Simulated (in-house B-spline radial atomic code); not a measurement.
# Zn: excited configurations in jj coupling

How much energy does it take to promote electrons of Zn to other shells? Each configuration is solved by itself and compared with the reference.

The numbers are computed with in-house B-spline radial atomic code version 1 (Dirac-Hartree-Fock, average of configuration, Fermi nucleus, basis-set limit), except any that are marked as measured or tabulated.

### 1 The system

- element: zinc (Z = 30)
- charge: 0
- electrons: 30
- configuration: 1s2 2s2 2p6 3s2 3p6 3d10 4s2
- Hamiltonian: Dirac-Coulomb
- nucleus: Fermi, rms radius 3.928 fm

The run's settings:

```ini
Z = 30
electrons = 30.0
configuration = 1s2 2s2 2p6 3s2 3p6 3d10 4s2
hamiltonian = dirac
method = hf
spin_polarised = False
nucleus = fermi
rms_radius = 3.9283
mass_number = 64
atomic_mass = 63.929141776
speed_of_light = 137.035999084
```

The reference is known from an earlier run: -1794.612909 hartree in all. Up to eight levels, counted from the top:

```
orbital  occupation  energy (eV)  <r> (bohr)
  2p1/2           2     -1081.39      0.1958
  2p3/2           4     -1057.20      0.1991
  3s1/2           2      -157.83      0.6805
  3p1/2           2      -107.70      0.7085
  3p3/2           4      -104.41      0.7186
  3d3/2           4      -20.977      0.8755
  3d5/2           6      -20.537      0.8832
  4s1/2           2       -8.126       2.848
```

### 2 Run with 1s2 2s2 2p6 3s2 3p-2 3p+3 3d10 4s2 6d-1

In configurations, a minus sign after the shell means j = l − 1/2 and a plus sign j = l + 1/2; the count of electrons follows.

The run's settings:

```ini
Z = 30
electrons = 30.0
configuration = 1s2 2s2 2p6 3s2 3p-2 3p+3 3d10 4s2 6d-1
hamiltonian = dirac
method = hf
spin_polarised = False
nucleus = fermi
rms_radius = 3.9283
mass_number = 64
atomic_mass = 63.929141776
speed_of_light = 137.035999084
```

### 3 1s2 2s2 2p6 3s2 3p6 3d-3 3d+6 4s2 5d-1

Changes to the settings of step 2:

```diff
@@ -2,3 +2,3 @@
 electrons = 30.0
-configuration = 1s2 2s2 2p6 3s2 3p-2 3p+3 3d10 4s2 6d-1
+configuration = 1s2 2s2 2p6 3s2 3p6 3d-3 3d+6 4s2 5d-1
 hamiltonian = dirac
```

### 4 1s2 2s2 2p6 3s2 3p6 3d-3 3d+6 4s2 5s1

Changes to the settings of step 3:

```diff
@@ -2,3 +2,3 @@
 electrons = 30.0
-configuration = 1s2 2s2 2p6 3s2 3p6 3d-3 3d+6 4s2 5d-1
+configuration = 1s2 2s2 2p6 3s2 3p6 3d-3 3d+6 4s2 5s1
 hamiltonian = dirac
```

### 5 Run with 1s2 2s2 2p6 3s2 3p6 3d-3 3d+6 4s2 7d+1

Changes to the settings of step 4:

```diff
@@ -2,3 +2,3 @@
 electrons = 30.0
-configuration = 1s2 2s2 2p6 3s2 3p6 3d-3 3d+6 4s2 5s1
+configuration = 1s2 2s2 2p6 3s2 3p6 3d-3 3d+6 4s2 7d+1
 hamiltonian = dirac
```

### 6 1s2 2s2 2p6 3s2 3p6 3d10 4s1 5f-1

Changes to the settings of step 5:

```diff
@@ -2,3 +2,3 @@
 electrons = 30.0
-configuration = 1s2 2s2 2p6 3s2 3p6 3d-3 3d+6 4s2 7d+1
+configuration = 1s2 2s2 2p6 3s2 3p6 3d10 4s1 5f-1
 hamiltonian = dirac
```

### 7 1s2 2s2 2p6 3s2 3p6 3d10 4s1 4d+1

Changes to the settings of step 6:

```diff
@@ -2,3 +2,3 @@
 electrons = 30.0
-configuration = 1s2 2s2 2p6 3s2 3p6 3d10 4s1 5f-1
+configuration = 1s2 2s2 2p6 3s2 3p6 3d10 4s1 4d+1
 hamiltonian = dirac
```

### 8 Run with 1s2 2s2 2p6 3s2 3p6 3d-4 3d+5 4s2 8g-1

Changes to the settings of step 7:

```diff
@@ -2,3 +2,3 @@
 electrons = 30.0
-configuration = 1s2 2s2 2p6 3s2 3p6 3d10 4s1 4d+1
+configuration = 1s2 2s2 2p6 3s2 3p6 3d-4 3d+5 4s2 8g-1
 hamiltonian = dirac
```

How far above the reference does each configuration lie (order and size, in eV)?

The runs gave:

| net move | configuration | energy above the reference (eV) | with Breit, QED, recoil (eV) | largest <r> (bohr) |
| --- | --- | --- | --- | --- |
| 4s → 4d5/2 | 1s2 2s2 2p6 3s2 3p6 3d10 4s1 4d+1 | 6.269 | 6.262 | 10.4 |
| 4s → 5f5/2 | 1s2 2s2 2p6 3s2 3p6 3d10 4s1 5f-1 | 7.248 | 7.241 | 31.5 |
| 3d3/2 → 5s | 1s2 2s2 2p6 3s2 3p6 3d-3 3d+6 4s2 5s1 | 12.216 | 12.222 | 7.88 |
| 3d3/2 → 5d3/2 | 1s2 2s2 2p6 3s2 3p6 3d-3 3d+6 4s2 5d-1 | 14.030 | 14.036 | 20.5 |
| 3d5/2 → 8g7/2 | 1s2 2s2 2p6 3s2 3p6 3d-4 3d+5 4s2 8g-1 | 14.332 | 14.359 | 86.0 |
| 3d3/2 → 7d5/2 | 1s2 2s2 2p6 3s2 3p6 3d-3 3d+6 4s2 7d+1 | 14.512 | 14.518 | 50.2 |
| 3p3/2 → 6d3/2 | 1s2 2s2 2p6 3s2 3p-2 3p+3 3d10 4s2 6d-1 | 96.568 | 96.494 | 33.8 |

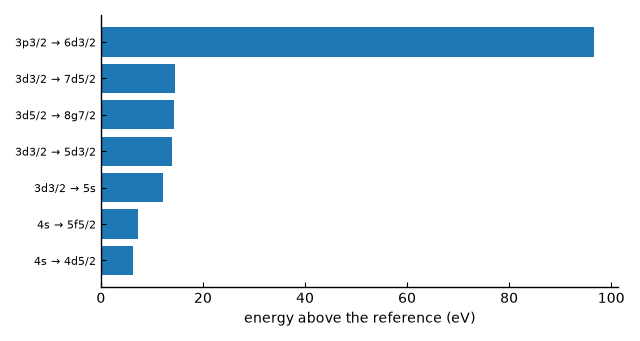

Energy of each configuration above the reference.

What this shows: At the bottom stands 4s → 4d5/2 (6.269 eV), at the top 3p3/2 → 6d3/2 (96.568 eV). 5 of them lie more than 2 % above the ionisation threshold that Koopmans' theorem gives (8.126 eV), where such states can decay by emitting an electron. Two partly filled shells share a symmetry and can mix in the average, which may lower the energy, for: 3d3/2 → 5d3/2. These are averages over configurations, without correlation, not spectroscopic levels.
